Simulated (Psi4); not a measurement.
# triplet SF2: levels of theory compared

We compute a comparison of 3 runs (UHF/STO-3G, UB3LYP/6-31G*, UHSE06/def2-TZVP) of triplet SF2. 

Program for the calculation: Psi4 1.11.

## (1) The molecule

SF2: 3 atoms, total charge 0, spin state triplet. SMILES of the parent species: `FSF`. The shape is that of a PBE0-D4/def2-TZVP optimisation. That shape belongs to the parent species and isn't relaxed for this state.

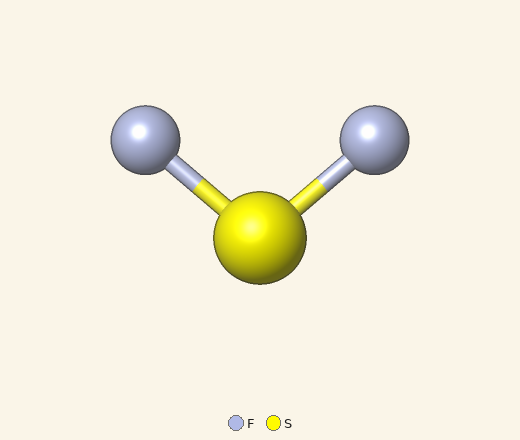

Viewed from a chosen angle; fluorine light blue, sulfur yellow.

## (2) The energy at UHF/STO-3G (run 1)

The input, f2s.xyz:

```xyz
3
F2S
F      0.440140     1.116450     0.365400
S     -0.601990     0.126530    -0.315250
F      0.161840    -1.242970    -0.050150
```

The input, run.py:

```python
import psi4

psi4.set_memory(2200000000)
psi4.set_num_threads(1)
psi4.set_output_file('output.dat', False)

with open('f2s.xyz') as f:
    atoms = ''.join(f.readlines()[2:])
geom = psi4.geometry('0 3\n' + atoms + 'symmetry c1\nno_reorient\nno_com')

options = {'basis': 'STO-3G', 'reference': 'uhf', 'puream': True, 'e_convergence': 1e-09, 'd_convergence': 1e-08, 'scf_type': 'pk', 'maxiter': 100}
psi4.set_options(options)

E, wfn = psi4.energy('scf', molecule=geom, return_wfn=True)
psi4.oeprop(wfn, 'QUADRUPOLE', 'MAYER_INDICES', 'WIBERG_LOWDIN_INDICES', title='SCF')
print(f'scf energy: {E:.10f} Eh')
```

On the command line:

```console
$ python run.py
```

output.dat:

```text
[...]
  Running in c1 symmetry.
[...]
  Nuclear repulsion =  113.601141047721853
[...]
  Multiplicity = 3
[...]
  Nalpha       = 18
  Nbeta        = 16
[...]
    Number of basis functions: 19
[...]
   @UHF iter   1:  -588.89985382882548   -8.07024e-01   1.19291e-02 DIIS/ADIIS
[...]
   @UHF iter  16:  -588.96182903231090   -2.27374e-13   1.35589e-09 DIIS
[...]
   @S^2 Observed:                2.056113267E+00
[...]
    Orbital Energies [Eh]
    ---------------------
    Alpha Occupied:
       1A    -90.880772     2A    -25.852675     3A    -25.852530
       4A     -8.780012     5A     -6.423207     6A     -6.419596
       7A     -6.399030     8A     -1.530962     9A     -1.481965
      10A     -0.891868    11A     -0.628394    12A     -0.575478
      13A     -0.533789    14A     -0.483511    15A     -0.459496
      16A     -0.429166    17A     -0.323131    18A     -0.063577
    Alpha Virtual:
      19A      0.366965
    Beta Occupied:
[...]
  @UHF Final Energy:  -588.96182903231090
   => Energetics <=
    Nuclear Repulsion Energy =            113.6011410477218533
    One-Electron Energy =               -1050.4479384642193054
    Two-Electron Energy =                 347.8849683841864930
    Total Energy =                       -588.9618290323110159
  UHF NO Occupations:
  HONO-2 :   16  A 1.9715383
  HONO-1 :   17  A 1.0000000
[...]
 Multipole Moments:
 ------------------------------------------------------------------------------------
     Multipole            Electronic (a.u.)      Nuclear  (a.u.)        Total (a.u.)
 ------------------------------------------------------------------------------------
 L = 1.  Multiply by 2.5417464519 to convert [e a0] to [Debye]
 Dipole X            :          7.6600285           -7.9633437           -0.3033152
 Dipole Y            :         -1.6101594            1.6739194            0.0637600
 Dipole Z            :          4.0113132           -4.1701531           -0.1588399
 Magnitude           :                                                    0.3482751
 L = 2.  Multiply by 1.3450342976 to convert [e a0^2] to [Debye ang]
 Quadrupole XX       :        -41.6252939           27.7739925          -13.8513015
 Quadrupole XY       :         -5.1477792            4.9758204           -0.1719588
[...]
```

The script printed:

```text
scf energy: -588.9618290323 Eh
```

Run time: 3.9 s. Hardware: 1 thread of Intel Xeon at 2.50GHz (Skylake/Cascade Lake), shared host; peak memory 0.18 GiB.

## (3) Energy and forces at UB3LYP/6-31G(d) (Cartesian functions) (run 2)

The input, input.json:

```json
{
 "schema_name": "qcschema_input",
 "schema_version": 1,
 "molecule": {
  "schema_name": "qcschema_molecule",
  "schema_version": 2,
  "symbols": ["F", "S", "F"],
  "geometry": [0.83174406, 2.10978473, 0.69050593, -1.13759623, 0.23910705, -0.59573616, 0.30583328, -2.34887288, -0.09476977],
  "molecular_charge": 0,
  "molecular_multiplicity": 3,
  "fix_symmetry": "c1"
 },
 "driver": "gradient",
 "model": {
  "method": "b3lyp",
  "basis": "6-31G*"
 },
 "keywords": {
  "reference": "uks",
  "puream": false,
  "e_convergence": 1e-09,
  "d_convergence": 1e-08,
  "scf_type": "pk",
  "dft_radial_points": 99,
  "dft_spherical_points": 590,
  "maxiter": 100,
  "scf_properties": ["DIPOLE", "WIBERG_LOWDIN_INDICES", "MAYER_INDICES"]
 }
}
```

On the command line:

```console
$ psi4 --qcschema input.json -n 1 --memory 2200MB
```

stdout:

```text
[...]
  Running in c1 symmetry.
[...]
  Nuclear repulsion =  113.601141045020285
[...]
  Multiplicity = 3
[...]
  Nalpha       = 18
  Nbeta        = 16
[...]
    Number of basis functions: 49
[...]
   @UKS iter   1:  -597.64792035041103   -2.89886e-02   7.84839e-03 ADIIS/DIIS
[...]
   @UKS iter  11:  -597.69515004210325   -4.88853e-12   8.36652e-09 DIIS
[...]
   @S^2 Observed:                2.003838589E+00
[...]
    Orbital Energies [Eh]
    ---------------------
    Alpha Occupied:
       1A    -89.038772     2A    -24.737523     3A    -24.737520
       4A     -8.082742     5A     -6.047398     6A     -6.045796
       7A     -6.044426     8A     -1.270833     9A     -1.226832
      10A     -0.761705    11A     -0.573318    12A     -0.524770
      13A     -0.523868    14A     -0.463478    15A     -0.439031
      16A     -0.436788    17A     -0.293952    18A     -0.143305
    Alpha Virtual:
      19A     -0.033772    20A      0.237959    21A      0.298467
      22A      0.319654    23A      0.328460    24A      0.620115
      25A      0.630430    26A      0.637824    27A      0.744106
[...]
  @UKS Final Energy:  -597.69515004210325
   => Energetics <=
    Nuclear Repulsion Energy =            113.6011410450202845
    One-Electron Energy =               -1053.7448291736263855
    Two-Electron Energy =                 380.0693662988744563
    DFT Exchange-Correlation Energy =     -37.6208282123716629
    Empirical Dispersion Energy =           0.0000000000000000
    VV10 Nonlocal Energy =                  0.0000000000000000
    Total Energy =                       -597.6951500421032506
[...]
 Multipole Moments:
 ------------------------------------------------------------------------------------
     Multipole            Electronic (a.u.)      Nuclear  (a.u.)        Total (a.u.)
 ------------------------------------------------------------------------------------
 L = 1.  Multiply by 2.5417464519 to convert [e a0] to [Debye]
 Dipole X            :          0.6729432           -0.8932284           -0.2202852
 Dipole Y            :         -0.1259275            0.1671378            0.0412103
 Dipole Z            :         -0.0000000            0.0000000           -0.0000000
 Magnitude           :                                                    0.2241068
[...]
  -Total Gradient:
     Atom            X                  Y                   Z
    ------   -----------------  -----------------  -----------------
       1       -0.073853281390    -0.005316677242     0.000000000000
       2        0.140838031124    -0.026353143686     0.000000000000
       3       -0.066934163581     0.031660360913    -0.000000000000
[...]
```

The result, in JSON:

```text
{
 "driver": "gradient",
 "model": {
  "method": "b3lyp",
  "basis": "6-31G*"
 },
 "success": true,
 "return_result": [-0.07385328138977097, -0.005316677241609807, 1.3765059728937689e-15, 0.14083803112380888, -0.026353143686314195, 2.563367721342768e-13, -0.06693416358125046, 0.03166036091294461, -2.853820429796463e-14],
 "properties": {
  "calcinfo_nbasis": 49,
  "calcinfo_nmo": 49,
  "calcinfo_nalpha": 18,
  "calcinfo_nbeta": 16,
  "calcinfo_natom": 3,
  "nuclear_repulsion_energy": 113.60114104502028,
  "return_energy": -597.6951500421033,
  "return_gradient": [-0.07385328138977097, -0.005316677241609807, 1.3765059728937689e-15, 0.14083803112380888, -0.026353143686314195, 2.563367721342768e-13, -0.06693416358125046, 0.03166036091294461, -2.853820429796463e-14],
  "scf_one_electron_energy": -1053.7448291736264,
  "scf_two_electron_energy": 380.06936629887446,
  "scf_xc_energy": -37.62082821237166,
  "scf_dipole_moment": [-0.2202852020012338, 0.04121033216540057, -7.529631434865753e-15],
  "scf_total_energy": -597.6951500421033,
  "scf_total_gradient": [-0.07385328138977097, -0.005316677241609807, 1.3765059728937689e-15, 0.14083803112380888, -0.026353143686314195, 2.563367721342768e-13, -0.06693416358125046, 0.03166036091294461, -2.853820429796463e-14],
  "scf_iterations": 11
 }
}
```

Run time: 19 s. Hardware: 1 thread of Intel Xeon at 2.50GHz (Skylake/Cascade Lake), shared host; peak memory 0.43 GiB.

## (4) Energy and forces at UHSE06/def2-TZVP (run 3)

f2s.xyz is that of step 2.

The input, job.py:

```python
import psi4

psi4.set_memory(2200000000)
psi4.set_num_threads(1)
psi4.core.set_output_file('run.log', False)

with open('f2s.xyz') as f:
    atoms = ''.join(f.readlines()[2:])
molecule = psi4.geometry('0 3\n' + atoms + 'symmetry c1')

psi4.set_options({
    'reference': 'uks',
    'puream': True,
    'e_convergence': 1e-09,
    'd_convergence': 1e-08,
    'scf_type': 'pk',
    'dft_radial_points': 99,
    'dft_spherical_points': 590,
    'maxiter': 100,
})

result, w = psi4.gradient('hse06/def2-TZVP', molecule=molecule, return_wfn=True)
psi4.oeprop(w, 'DIPOLE', 'MULLIKEN_CHARGES', 'QUADRUPOLE')
print('gradient / Eh bohr^-1')
print(result.np.round(6))
print(f'energy = {w.energy():.10f} Eh')
```

On the command line:

```console
$ python job.py
```

run.log:

```text
[...]
  Running in c1 symmetry.
[...]
  Nuclear repulsion =  113.601141047721853
[...]
  Multiplicity = 3
[...]
  Nalpha       = 18
  Nbeta        = 16
[...]
    Number of basis functions: 99
[...]
   @UKS iter   1:  -597.49182237207458   -3.86215e-02   4.66376e-03 DIIS/ADIIS
[...]
   @UKS iter  12:  -597.54394047743619   -6.59384e-12   4.66257e-09 DIIS
[...]
   @S^2 Observed:                2.006116166E+00
[...]
    Orbital Energies [Eh]
    ---------------------
    Alpha Occupied:
       1A    -89.176740     2A    -24.806197     3A    -24.806188
       4A     -8.130123     5A     -6.067323     6A     -6.064481
       7A     -6.062036     8A     -1.300396     9A     -1.257370
      10A     -0.779233    11A     -0.592586    12A     -0.542754
      13A     -0.542599    14A     -0.485535    15A     -0.457248
      16A     -0.456304    17A     -0.305761    18A     -0.156989
    Alpha Virtual:
      19A     -0.061586    20A      0.216644    21A      0.230899
      22A      0.240029    23A      0.294246    24A      0.296924
      25A      0.305755    26A      0.349621    27A      0.380385
[...]
  @UKS Final Energy:  -597.54394047743619
   => Energetics <=
    Nuclear Repulsion Energy =            113.6011410477218533
    One-Electron Energy =               -1053.6904099443127052
    Two-Electron Energy =                 378.1268644552247906
    DFT Exchange-Correlation Energy =     -35.5815360360700979
    Empirical Dispersion Energy =           0.0000000000000000
    VV10 Nonlocal Energy =                  0.0000000000000000
    Total Energy =                       -597.5439404774361947
[...]
  -Total Gradient:
     Atom            X                  Y                   Z
    ------   -----------------  -----------------  -----------------
       1       -0.054230613637     0.011354381055    -0.000000000000
       2        0.109011080648    -0.020397281408     0.000000000000
       3       -0.054666702380     0.009021621022    -0.000000000000
[...]
 Multipole Moments:
 ------------------------------------------------------------------------------------
     Multipole            Electronic (a.u.)      Nuclear  (a.u.)        Total (a.u.)
 ------------------------------------------------------------------------------------
 L = 1.  Multiply by 2.5417464519 to convert [e a0] to [Debye]
 Dipole X            :          0.6536089           -0.8932284           -0.2396196
 Dipole Y            :         -0.1223114            0.1671378            0.0448264
 Dipole Z            :          0.0000000            0.0000000            0.0000000
 Magnitude           :                                                    0.2437764
 L = 2.  Multiply by 1.3450342976 to convert [e a0^2] to [Debye ang]
 Quadrupole XX       :        -51.3547818           34.6035604          -16.7512214
 Quadrupole XY       :        -11.3103785           11.0166701           -0.2937084
[...]
  Mulliken Charges: (a.u.)
   Center  Symbol    Alpha    Beta     Spin     Total
       1     F     4.63446  4.52311  0.11135 -0.15757
       2     S     8.73109  6.95378  1.77731  0.31513
       3     F     4.63446  4.52311  0.11134 -0.15757
   Total alpha = 18.00000, Total beta = 16.00000, Total charge = -0.00000
```

Standard output:

```text
gradient / Eh bohr^-1
[[-0.054231  0.011354 -0.      ]
 [ 0.109011 -0.020397  0.      ]
 [-0.054667  0.009022 -0.      ]]
energy = -597.5439404774 Eh
```

Wall time 78 s (1 thread of Intel Xeon at 2.50GHz (Skylake/Cascade Lake), shared host); peak memory 0.87 GiB.

## (5) Overview of the runs

| run | level | task | Cartesian functions | energy (Eh) | dipole moment (D) | HOMO energy (eV) | ⟨S²⟩ | wall time |
| --- | --- | --- | --- | --- | --- | --- | --- | --- |
| 1 | UHF/STO-3G | energy | no | -588.961829 | 0.89 | -1.73 | 2.056 | 3.9 s |
| 2 | UB3LYP/6-31G* (Cartesian functions) | gradient | yes | -597.695150 | 0.57 | -3.90 | 2.004 | 19 s |
| 3 | UHSE06/def2-TZVP | gradient | no | -597.543940 | 0.62 | -4.27 | 2.006 | 78 s |

## (6) What came out

```
                                 quantity          value
                      run 3: total energy  -597.54394 Eh
                     run 3: dipole moment         0.62 D
run 3: HOMO energy (highest over α and β)       -4.27 eV
                              run 3: ⟨S²⟩          2.006
          run 3: largest force on an atom     5.703 eV/Å
```

What this shows: The dipole moment (its size) runs from 0.57 D (UB3LYP/6-31G*) to 0.89 D (UHF/STO-3G). The two ends differ in method and basis. Totals of different functionals can't be ranked against each other. In run 1 the basis is minimal, so the values are rough. All runs together took 1.7 min, the longest 78 s.
